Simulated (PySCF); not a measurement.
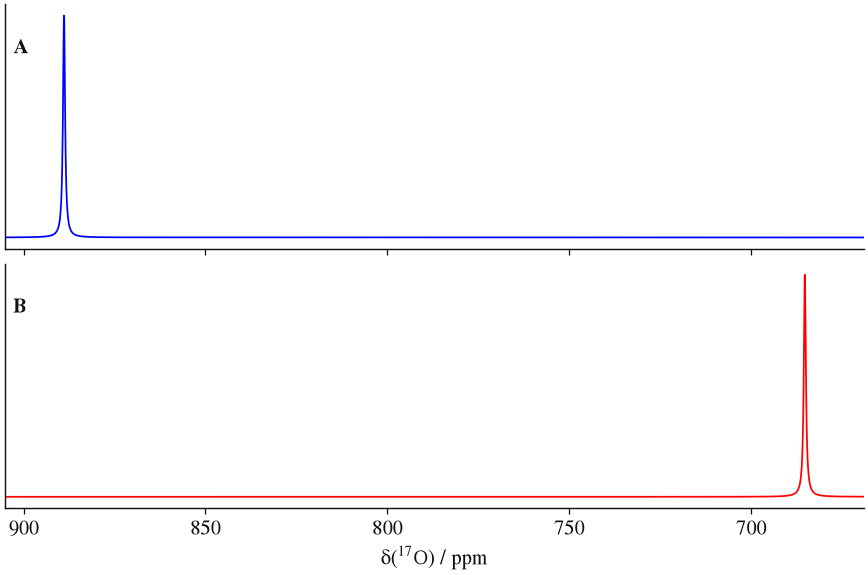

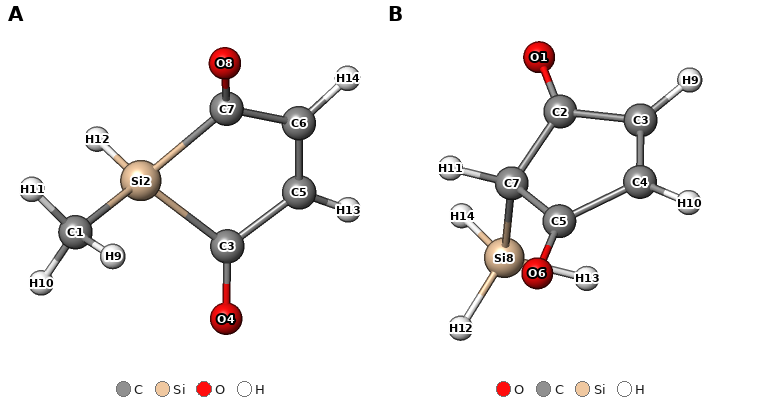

Related molecules: A is C₅H₆O₂Si, SMILES C[SiH]1C(=O)C=CC1=O; B is C₅H₆O₂Si, SMILES O=C1C=CC(=O)C1[SiH3]. GIAO ¹⁷O shifts against H₂O (¹⁷O: a single water molecule, while the usual scale starts at liquid water and gives values some tens of ppm lower), PBE0/pcSseg-1, PySCF, at a GFN2-xTB geometry (no frequency check); fully decoupled, line heights follow the number of nuclei within a panel, widths are arbitrary (no quadrupolar broadening); values of one conformer, averaged over methyl-type rotors and exact or near symmetry.

How does the ¹⁷O shift respond?

Answer. From A (888.9 ppm) to B (685.2 ppm) the nucleus is shielded by 203.6 ppm.

Limits of at least one run: the tight-binding geometry is rougher than a DFT one and adds to the error.
